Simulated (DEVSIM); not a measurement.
Structure: abrupt Si n-p junction, at 300 K.

```tsv
layer (left to right)	material	thickness (μm)	Nd (cm⁻³)	Na (cm⁻³)	τn (s)	τp (s)
1	Si	87.0	1.6e16	-	0.00088	0.00088
2	Si	140	-	3e14	0.00088	0.00088
```

Left contact: ohmic. Right contact: ohmic. Voltage is applied to the left contact. Recombination: SRH at mid-gap, Auger. Mobility is constant in doping.

The device is made up for the run: typed textbook-type constants, with dimensions and the other settings drawn at random. Values at 300 K.

```tsv
parameter	Si
gap (eV)	1.124
affinity (eV)	4.05
permittivity	11.7
Nc (cm⁻³)	2.86e19
Nv (cm⁻³)	3.1e19
μn (cm²/Vs)	1417
μp (cm²/Vs)	470
Cn (cm⁶/s)	2.8e-31
Cp (cm⁶/s)	9.9e-32
```

Model (solved in DEVSIM): 1D drift-diffusion, Boltzmann statistics, complete ionisation; no tunnelling, impact ionisation, image-force lowering or self-heating.

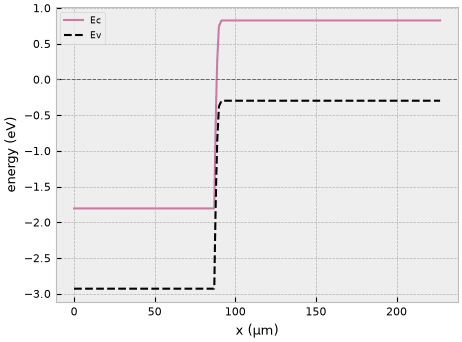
Band edges at 2.0 V on the left contact

Energies count from the Fermi level of the right contact; mesh points crowd at the junctions.

| x (μm) | Ec (eV) | Ev (eV) | n (cm⁻³) | p (cm⁻³) | field (V/cm) |
|---|---|---|---|---|---|
| 0.000 | -1.806 | -2.930 | 1.6e16 | 7300 | ≈ 0 |
| 0.06828 | -1.806 | -2.930 | 1.6e16 | 7300 | ≈ 0 |
| 0.3307 | -1.806 | -2.930 | 1.6e16 | 7200 | ≈ 0 |
| 1.339 | -1.806 | -2.930 | 1.6e16 | 7200 | ≈ 0 |
| 8.184 | -1.806 | -2.930 | 1.6e16 | 6600 | ≈ 0 |
| 31.52 | -1.806 | -2.930 | 1.6e16 | 4600 | ≈ 0 |
| 71.33 | -1.806 | -2.930 | 1.6e16 | 1300 | ≈ 0 |
| 84.42 | -1.806 | -2.930 | 1.6e16 | 210 | ≈ 0 |
| 86.35 | -1.806 | -2.930 | 1.6e16 | < 1e2 | ≈ 0 |
| 86.85 | -1.805 | -2.929 | 1.5e16 | < 1e2 | 330 |
| 86.98 | -1.761 | -2.885 | 2.8e15 | < 1e2 | 11000 |
| 87.05 | -1.649 | -2.773 | 3.7e13 | < 1e2 | 15000 |
| 87.28 | -1.325 | -2.449 | 1.3e8 | < 1e2 | 14000 |
| 88.14 | -0.291 | -1.415 | 120 | 130 | 10000 |
| 93.95 | 0.826 | -0.298 | 10000 | 3.0e14 | ≈ 0 |
| 113.8 | 0.826 | -0.298 | 67000 | 3.0e14 | ≈ 0 |
| 178.5 | 0.826 | -0.298 | 250000 | 3.0e14 | ≈ 0 |
| 214.4 | 0.826 | -0.298 | 350000 | 3.0e14 | ≈ 0 |
| 224.9 | 0.826 | -0.298 | 380000 | 3.0e14 | ≈ 0 |
| 226.5 | 0.826 | -0.298 | 390000 | 3.0e14 | ≈ 0 |
| 226.9 | 0.826 | -0.298 | 390000 | 3.0e14 | ≈ 0 |
| 227.0 | 0.826 | -0.298 | 390000 | 3.0e14 | ≈ 0 |
